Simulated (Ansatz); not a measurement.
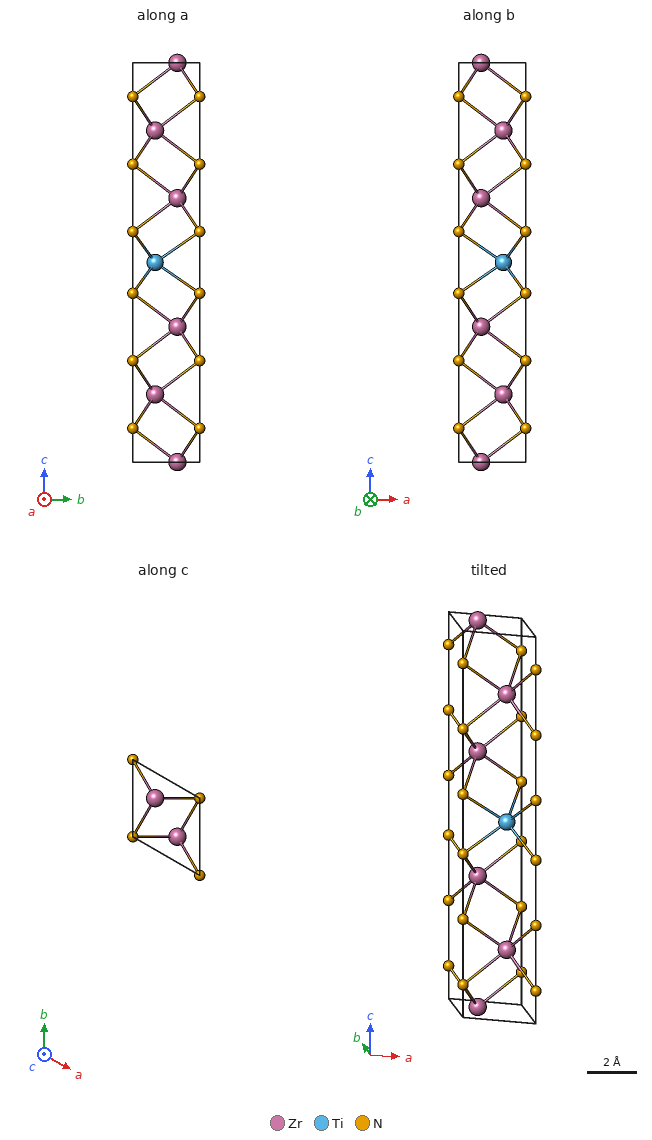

This ball-and-stick model is shown along the a axis, along the b axis, along the c axis and slightly off an axis. The parallelepiped is the conventional unit cell.

Lattice parameters: a = 3.155 Å, b = 3.155 Å, c = 16.318 Å, α = 90.00°, β = 90.00°, γ = 120.00°. Put a along x and b in the xy plane.

### Reconstruct the structure as a POSCAR file, with free fractional coordinates to two decimals.

```
Zr Ti N
1.0
     3.155    0.000    0.000
    -1.578    2.732    0.000
     0.000    0.000   16.318
Zr Ti N
5 1 6
Direct
  0.3333 0.6667 0.66
  0.3333 0.6667 0.00
  0.3333 0.6667 0.34
  0.6667 0.3333 0.83
  0.6667 0.3333 0.17
  0.6667 0.3333 0.50
  0.00 0.00 0.58
  0.00 0.00 0.92
  0.00 0.00 0.25
  0.00 0.00 0.75
  0.00 0.00 0.08
  0.00 0.00 0.42
```

The initial geometry was a structure type filled with these elements by a generator (whether the compound takes this form wasn't checked). Earlier steps of the study, as a rule a relaxation of our own, may have changed the cell and positions, so they can lie some per cent off the listed ones. Ansatz was used for an electronic-structure calculation on it.
